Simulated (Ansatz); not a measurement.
# TiH₂ (singlet): correlated methods under varied settings at scale of all distances = 1.291

What do other methods and options give for TiH₂ (singlet) at this geometry, and how long do they take?

Program: Ansatz 0.2.0, Gaussian basis. Level of theory: the settings change from run to run. These are calculated values, not measurements.

14 further runs of the same task are left out: 4 for a known fault of the program, 9 that didn't finish, 1 set aside as unsound or not needed.

## 1. What is computed

The geometry derives from a PBE0/def2-TZVP stationary point (not a proven minimum). All distances are scaled together.

3 atoms, charge 0, spin multiplicity 1.

Atoms are counted from 1 here; the program's logs count them from 0.

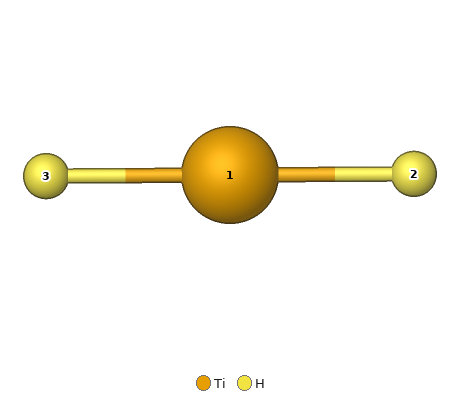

The structure; titanium amber, hydrogen yellow; atoms are numbered from 1 in the order of the file.

Geometry (Å):

| atom | x (Å) | y (Å) | z (Å) |
| --- | --- | --- | --- |
| Ti1 | 0.0000 | 0.0000 | 0.0000 |
| H2 | 0.0000 | 0.0000 | -2.3850 |
| H3 | 0.0000 | 0.0000 | 2.3850 |

## 2. NEVPT2(4,9)/STO-3G

Input file in.yaml:

```yaml
crystal:
  periodic: [false, false, false]
  atoms:
    - {symbol: Ti, position_ang: [0.000000, 0.000000, 0.000000]}
    - {symbol: H, position_ang: [0.000000, 0.000000, -2.384993]}
    - {symbol: H, position_ang: [0.000000, 0.000000, 2.384993]}
basis:
  gaussian: {orbitals: STO-3G}
correlation: {method: sc_nevpt2, electrons: outside_noble_gas, active_space: {window: {electrons: 4, orbitals: 9}}}
accuracy: high
output: {forces: true}
```

Command:

```sh
ansatz run in.yaml --threads 1 --pin off --events-out ev --progress --plain --max-ram 2393MiB
```

The program printed, cut to the lines that bear on the results:

```text
Functional definition: HF
  name "HF"
  cite "Fock, Z. Phys. 61, 126 (1930) doi:10.1007/BF01340294"
  parent pbe
[...]
368 factors; integrals over basis functions are off by at most 4.4e-9 eV
[...]
mean field -22873.09216338 eV, -840.5706330657 hartree, gradient 2.0e-8 eV, S^2 0.000000; 0 other end points of the search recorded, 0 dependent functions left out; unrestricted orbitals would lower it
reference -22873.09216338 eV, -840.5706330657 hartree; 12, 12 occupied and 8, 8 virtual orbitals, 368 factors
state -22875.44350563 eV, -840.6570432994 hartree
state -22875.44350563 eV, -840.6570432994 hartree; corrected -22875.90951729 eV, -840.6741689122 hartree
state -22875.44194308 eV, -840.6569858768 hartree
state -22875.44194308 eV, -840.6569858768 hartree; corrected -22875.97038990 eV, -840.6764059390 hartree
state -22875.44194308 eV, -840.6569858768 hartree; corrected -22875.97038990 eV, -840.6764059390 hartree
state -22875.43181923 eV, -840.6566138320 hartree
state -22875.43181923 eV, -840.6566138320 hartree; corrected -22876.09007109 eV, -840.6808041418 hartree
state -22875.43181923 eV, -840.6566138320 hartree; corrected -22876.09007109 eV, -840.6808041418 hartree
the orbitals are reached from a further start. From the first start the search ends at -22875.44125569 eV, -840.6569606157 hartree
[...]
WARN: the results are in doubt because the forces break the atoms' symmetry
WARN: the results are in doubt because another end's mean lies 0.012 eV lower, and its corrected mean 0.181 eV higher
Total energy: -22876.09007109 eV, -840.6808041418 hartree
Atom 0 at     0.000000     0.000000     0.000000 Å, force     0.000000     0.000000     1.123396 eV/Å
Atom 1 at     0.000000     0.000000    -2.384993 Å, force    -0.000000    -0.000000     3.886822 eV/Å
Atom 2 at     0.000000     0.000000     2.384993 Å, force     0.000000     0.000000    -5.010218 eV/Å
Dipole moment:    -0.000000    -0.000000    -0.103506 e Å
In doubt: the forces break the atoms' symmetry
In doubt: another end's mean lies 0.012 eV lower, and its corrected mean 0.181 eV higher
```

It took 2.5 s on 1 thread of Arm Neoverse V2, shared host.

From the report: 328 determinants; active occupations 1.87, 1.75, 0.14, 0.07, 0.07, 0.05, 0.05, 0.01, 0.01. The program marks this result as in doubt; its last lines say why.

## 3. CCSD(T)/def2-SVP

Input file in.yaml:

```yaml
crystal:
  periodic: [false, false, false]
  atoms:
    - {symbol: Ti, position_ang: [0.000000, 0.000000, 0.000000]}
    - {symbol: H, position_ang: [0.000000, 0.000000, -2.384993]}
    - {symbol: H, position_ang: [0.000000, 0.000000, 2.384993]}
basis:
  gaussian: {orbitals: def2-SVP, point_charges: [{charge: 0.50, position_ang: [2.827, -0.297, 0.100]}]}
magnetization: {spin_polarized: true, initial_magnetization: 0}
hamiltonian: {xc: {name: B3LYP}}
correlation: {method: ccsd_t, electrons: valence}
```

The command is unchanged.

The program printed, cut to the lines that bear on the results:

```text
Functional definition: B3LYP
  name "B3LYP"
  cite "Stephens, Devlin, Chabalowski & Frisch, J. Phys. Chem. 98, 11623 (1994) doi:10.1021/j100096a001"
  cite "Becke, Phys. Rev. A 38, 3098 (1988) doi:10.1103/PhysRevA.38.3098"
  cite "Lee, Yang & Parr, Phys. Rev. B 37, 785 (1988) doi:10.1103/PhysRevB.37.785"
  cite "Vosko, Wilk & Nusair, Can. J. Phys. 58, 1200 (1980) doi:10.1139/p80-159"
[...]
452 factors; integrals over basis functions are off by at most 6.7e-4 eV
[...]
mean field -23139.40212045 eV, -850.3573434763 hartree, gradient 2.1e-6 eV, S^2 0.982324; 8 other end points of the search recorded, 0 dependent functions left out
5 core orbitals not correlated: weight in the atoms' cores, before any rotation towards them, 1.000 or more for the frozen orbitals, at most 0.000 for the correlated occupied ones
reference -23110.88096272 eV, -849.3092102623 hartree; 7, 7 occupied and 29, 29 virtual orbitals, 452 factors
second order -5.63738200 eV of doubles, -0.26884929 eV of singles
cycle   1  -6.48970756 eV  change   -5.9e-1 eV  update   7.1e-2
[...]
cycle  31  -6.93024002 eV  change    1.0e-6 eV  update   1.3e-5
perturbative correction -0.26931493 eV, -0.0098971411 hartree
WARN: the results are in doubt because among natural orbitals the method converges to other amplitudes
Total energy: -23118.08051767 eV, -849.5737890267 hartree
In doubt: among natural orbitals the method converges to other amplitudes
```

Run time: 18 s. Hardware: 1 thread of Arm Neoverse V2, shared host.

From the report: ⟨S²⟩ of the determinant 0.982 (pure singlet: 0.00); correlation -7.1996 eV; T1 0.024; largest double amplitude 0.19. The determinant is far from a pure spin state, so its energy mixes those of several spin states (harmless only where they are near-degenerate, as at dissociation). The orbitals are Kohn-Sham ones, so correlation energy and T1 don't compare with those on Hartree-Fock orbitals. Mind the lines of doubt at the end of the log.

## 4. CCSDT(Q) on UHF/6-31G*

Input file in.yaml:

```yaml
crystal:
  periodic: [false, false, false]
  atoms:
    - {symbol: Ti, position_ang: [0.000000, 0.000000, 0.000000]}
    - {symbol: H, position_ang: [0.000000, 0.000000, -2.384993]}
    - {symbol: H, position_ang: [0.000000, 0.000000, 2.384993]}
basis:
  gaussian: {orbitals: "6-31G*"}
magnetization: {spin_polarized: true, initial_magnetization: 0}
correlation: {method: ccsdt_q, electrons: outside_noble_gas}
output: {forces: true}
```

The command is unchanged.

The program printed, cut to the lines that bear on the results:

```text
Functional definition: HF
  name "HF"
  cite "Fock, Z. Phys. 61, 126 (1930) doi:10.1007/BF01340294"
  parent pbe
[...]
719 factors; integrals over basis functions are off by at most 2.5e-7 eV
[...]
mean field -23112.98245355 eV, -849.3864386259 hartree, gradient 4.1e-9 eV, S^2 0.986608; 38 other end points of the search recorded, 0 dependent functions left out
determinant -23112.98245355 eV, -849.3864386259 hartree, with singles and doubles -23114.87079805 eV, -849.4558340060 hartree
determinant -23112.93639120 eV, -849.3847458656 hartree, with singles and doubles -23114.79710727 eV, -849.4531259201 hartree
determinant -23112.89300956 eV, -849.3831516199 hartree, with singles and doubles -23114.82580588 eV, -849.4541805745 hartree
determinant -23112.82681365 eV, -849.3807189650 hartree, with singles and doubles -23114.71617245 eV, -849.4501516203 hartree
[...]
reference -23112.98245355 eV, -849.3864386259 hartree; 3, 3 occupied and 28, 28 virtual orbitals, 719 factors
second order -1.12679498 eV of doubles, -0.00000000 eV of singles
cycle   1  -1.46225487 eV  change   -3.4e-1 eV  update   7.5e-2
[...]
cycle  14  -2.27207528 eV  change   -1.6e-8 eV  update   5.8e-9
perturbative correction -0.00214647 eV, -0.0000788815 hartree
WARN: the results are in doubt because among natural orbitals full CI differs from the method by +1.426 eV
[...]
Total energy: -23115.25667531 eV, -849.4700147340 hartree
Atom 0 at     0.000000     0.000000     0.000000 Å, force    -0.000000    -0.000000     0.000000 eV/Å
Atom 1 at     0.000000     0.000000    -2.384993 Å, force    -0.000000    -0.000000     1.691072 eV/Å
Atom 2 at     0.000000     0.000000     2.384993 Å, force     0.000000     0.000000    -1.691072 eV/Å
Dipole moment:    -0.000000     0.000000    -0.000000 e Å
In doubt: among natural orbitals full CI differs from the method by +1.426 eV
```

It took 81 s on 1 thread of Arm Neoverse V2, shared host; peak memory 0.44 GiB.

From the report: ⟨S²⟩ of the determinant 0.987 (pure singlet: 0.00); correlation -2.2742 eV; T1 0.051; largest double amplitude 0.52. The determinant is far from a pure spin state, so its energy mixes those of several spin states (harmless only where they are near-degenerate, as at dissociation). Mind the lines of doubt at the end of the log.

## 5. The runs in one table

 † marks a result that the program doubts.

```csv
level,correlated,functions,energy (eV),time
"NEVPT2(4,9)/STO-3G †",outside noble gas,20,-22876.0901,2.5 s
"CCSD(T)/def2-SVP (beside a point charge, on B3LYP orbitals) †",valence,41,-23118.0805,18 s
CCSDT(Q) on UHF/6-31G* †,outside noble gas,40,-23115.2567,81 s
```

## 6. What came out

```
quantity                           value
    runs                               3
quickest     NEVPT2(4,9)/STO-3G †, 2.5 s
 slowest  CCSDT(Q) on UHF/6-31G* †, 81 s
```

What this shows: Total energies in different bases, with other cores or another treatment of relativity can't be set against each other. CCSDT(Q) on UHF/6-31G* † took 32 times as long as NEVPT2(4,9)/STO-3G †; the jobs differ in more than the method.
